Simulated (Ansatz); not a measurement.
# One shape, several levels: B3H3O3 (SMILES B1OBOBO1)

Wanted: a comparison of 4 runs (B3LYP/6-31G*, BLYP/6-31G*, RPA@PBE/6-31G*, RPA@PBE0/6-31G*) of B3H3O3. 

Program for the calculation: Ansatz 0.2.0.

53 further runs of the same task are left out: 3 that didn't finish, 50 set aside as unsound or not needed.

## Step 1: Starting point

The species is B3H3O3 (9 atoms), meant as a singlet with charge 0. SMILES: `B1OBOBO1`. The B5–H9 distance was set to 1.786 Å, away from the relaxed value. At this shape a bond of the SMILES string is far longer than usual.

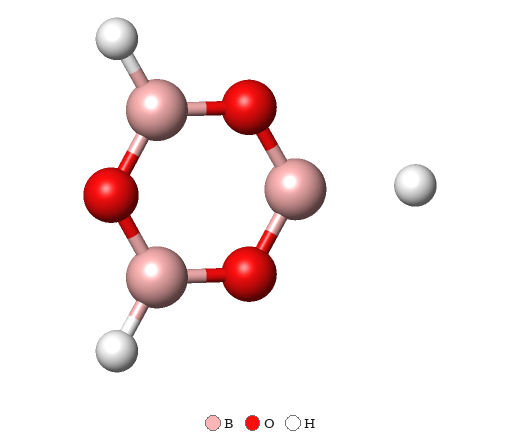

The structure, seen from a chosen angle (boron pink, oxygen red, hydrogen white).

## Step 2: The energy at B3LYP/6-31G(d) (spherical functions) (run 1)

File molecule.yaml:

```yaml
basis:
  gaussian:
    orbitals: 6-31G_st_-spherical.json
crystal:
  periodic: [false, false, false]
  atoms:
    - symbol: B
      position_ang: [1.567835, -0.341975, -0.696285]
    - symbol: O
      position_ang: [0.879035, -1.511275, -0.896385]
    - symbol: B
      position_ang: [-0.420665, -1.630475, -0.473885]
    - symbol: O
      position_ang: [-1.031165, -0.573175, 0.151615]
    - symbol: B
      position_ang: [-0.348565, 0.599125, 0.355315]
    - symbol: O
      position_ang: [0.950835, 0.711125, -0.069985]
    - symbol: H
      position_ang: [2.695535, -0.241575, -1.064185]
    - symbol: H
      position_ang: [-1.015665, -2.646475, -0.649085]
    - symbol: H
      position_ang: [-1.147300, 1.972500, 1.170100]
magnetization:
  spin_polarized: false
hamiltonian:
  xc: {name: B3LYP}
accuracy: high
output:
  orbitals: {seedname: orbitals}
```

The basis set 6-31G* is read from a file made from the Basis Set Exchange's data (not shown).

Command:

```
$ ansatz run molecule.yaml --threads 1 --pin off --max-ram 3480MiB --events-out events.jsonl --progress --plain --runs-dir runs
```

Standard output:

```text
Warning: RAYON_NUM_THREADS=1 ignored (pool sized by the plan → 1); use --threads N
Functional definition: B3LYP
  name "B3LYP"
  parameter a0 = 0.2
  parameter ax = 0.72
  parameter ac = 0.81
  exchange = (1 - a0 - ax)*slater_x + ax*b88_x + a0*exact_x
  correlation = (1 - ac)*vwn_rpa_c + ac*lyp_c
2129 factors; integrals over basis functions are off by at most 3.0e-9 eV
mean field evaluation 1: about -8216.9170 eV, gradient 6.7e1 eV
mean field evaluation 2: about -8205.3415 eV, gradient 1.0e2 eV
mean field evaluation 4: about -8224.3007 eV, gradient 3.6e-1 eV
mean field evaluation 8: about -8224.4856 eV, gradient 2.0e-1 eV
mean field evaluation 16: about -8224.4856 eV, gradient 8.2e-6 eV
mean field -8224.48564763 eV, -302.2442727939 hartree, gradient 1.9e-8 eV, S^2 0.000000; 0 other end points of the search recorded, 0 dependent functions left out
reference -8224.48568662 eV, -302.2442742268 hartree; 21, 21 occupied and 69, 69 virtual orbitals, 2129 factors
Total energy: -8224.48568662 eV, -302.2442742268 hartree
```

Run time: 9.3 s. Hardware: 1 thread of Arm Neoverse V1, shared host; peak memory 0.31 GiB.

## Step 3: A single-point energy at BLYP/6-31G(d) (spherical functions) (run 2)

File in.yaml:

```yaml
crystal:
  periodic: [false, false, false]
  atoms:
    - {symbol: B, position_ang: [1.567835, -0.341975, -0.696285]}
    - {symbol: O, position_ang: [0.879035, -1.511275, -0.896385]}
    - {symbol: B, position_ang: [-0.420665, -1.630475, -0.473885]}
    - {symbol: O, position_ang: [-1.031165, -0.573175, 0.151615]}
    - {symbol: B, position_ang: [-0.348565, 0.599125, 0.355315]}
    - {symbol: O, position_ang: [0.950835, 0.711125, -0.069985]}
    - {symbol: H, position_ang: [2.695535, -0.241575, -1.064185]}
    - {symbol: H, position_ang: [-1.015665, -2.646475, -0.649085]}
    - {symbol: H, position_ang: [-1.147300, 1.972500, 1.170100]}
basis:
  gaussian: {orbitals: 6-31G_st_-spherical.json}
hamiltonian: {xc: {name: BLYP}}
accuracy: high
output: {orbitals: {seedname: orbitals}}
```

The basis set 6-31G* is read from a file made from the Basis Set Exchange's data (not shown).

Command:

```
$ ansatz run in.yaml --threads 1 --pin off --max-ram 3480MiB --events-out events.jsonl --progress --plain --runs-dir runs
```

Standard output:

```text
Warning: RAYON_NUM_THREADS=1 ignored (pool sized by the plan → 1); use --threads N
Functional definition: BLYP
  name "BLYP"
  parameter beta = 0.0042
  parameter a = 0.04918
  parameter b = 0.132
  parameter c = 0.2533
  parameter d = 0.349
  exchange = b88_x(beta = beta)
  correlation = lyp_c(a = a, b = b, c = c, d = d)
2129 factors; integrals over basis functions are off by at most 3.0e-9 eV
mean field evaluation 1: about -8212.2078 eV, gradient 7.7e1 eV
mean field evaluation 2: about -8175.1397 eV, gradient 1.6e2 eV
mean field evaluation 4: about -8222.1191 eV, gradient 2.8e0 eV
mean field evaluation 8: about -8222.1314 eV, gradient 4.2e-1 eV
mean field evaluation 16: about -8222.1321 eV, gradient 1.4e-5 eV
mean field -8222.13210252 eV, -302.1577816064 hartree, gradient 7.1e-9 eV, S^2 0.000000; 0 other end points of the search recorded, 0 dependent functions left out
reference -8222.13215578 eV, -302.1577835635 hartree; 21, 21 occupied and 69, 69 virtual orbitals, 2129 factors
Total energy: -8222.13215578 eV, -302.1577835635 hartree
```

Run time: 7.5 s. Hardware: 1 thread of Arm Neoverse V1, shared host; peak memory 0.24 GiB.

Run 3 isn't shown in full; the table further down has it.

## Step 4: The energy at RPA@PBE0/6-31G(d) (spherical functions) (run 4)

File job.yaml:

```yaml
basis:
  gaussian:
    orbitals: 6-31G_st_-spherical.json
crystal:
  periodic: [false, false, false]
  atoms:
    - symbol: B
      position_ang: [1.567835, -0.341975, -0.696285]
    - symbol: O
      position_ang: [0.879035, -1.511275, -0.896385]
    - symbol: B
      position_ang: [-0.420665, -1.630475, -0.473885]
    - symbol: O
      position_ang: [-1.031165, -0.573175, 0.151615]
    - symbol: B
      position_ang: [-0.348565, 0.599125, 0.355315]
    - symbol: O
      position_ang: [0.950835, 0.711125, -0.069985]
    - symbol: H
      position_ang: [2.695535, -0.241575, -1.064185]
    - symbol: H
      position_ang: [-1.015665, -2.646475, -0.649085]
    - symbol: H
      position_ang: [-1.147300, 1.972500, 1.170100]
hamiltonian:
  xc: {name: PBE0}
correlation:
  method: rpa
  frozen_orbitals: {B: 1, H: 0, O: 1}
accuracy: high
```

The basis set 6-31G* is read from a file made from the Basis Set Exchange's data (not shown).

Command:

```
$ ansatz run job.yaml --threads 1 --pin off --max-ram 3480MiB --events-out events.jsonl --progress --plain --runs-dir runs
```

Standard output (excerpt; [...] marks lines left out):

```text
Warning: RAYON_NUM_THREADS=1 ignored (pool sized by the plan → 1); use --threads N
Functional definition: PBE0
  name "PBE0"
[...]
2129 factors; integrals over basis functions are off by at most 3.0e-9 eV
[...]
mean field -8214.70695972 eV, -301.8849126414 hartree, gradient 6.2e-8 eV, S^2 0.000000; 0 other end points of the search recorded, 0 dependent functions left out
6 core orbitals not correlated: weight in the atoms' cores, before any rotation towards them, 1.000 or more for the frozen orbitals, at most 0.000 for the correlated occupied ones
reference -8179.40213323 eV, -300.5874841985 hartree; 15, 15 occupied and 69, 69 virtual orbitals, 2129 factors
Total energy: -8207.36086710 eV, -301.6149487170 hartree
```

It took 15 s on 1 thread of Arm Neoverse V1, shared host; peak memory 0.33 GiB.

## Step 5: The series

```csv
run,level,frozen core orbitals,energy (Eh),wall time
1,B3LYP/6-31G* (spherical functions),–,-302.244274,9.3 s
2,BLYP/6-31G* (spherical functions),–,-302.157784,7.5 s
3,RPA@PBE/6-31G* (spherical functions),6,-301.697921,14 s
4,RPA@PBE0/6-31G* (spherical functions),6,-301.614949,15 s
```

## Step 6: Outcome

| quantity | value |
| --- | --- |
| run 4: total energy | -301.61495 Eh |
| run 4: RPA correlation energy (valence) | -1027.5 mEh |

In words: Totals of different functionals can't be ranked against each other. All runs together took 45 s, the longest 15 s.
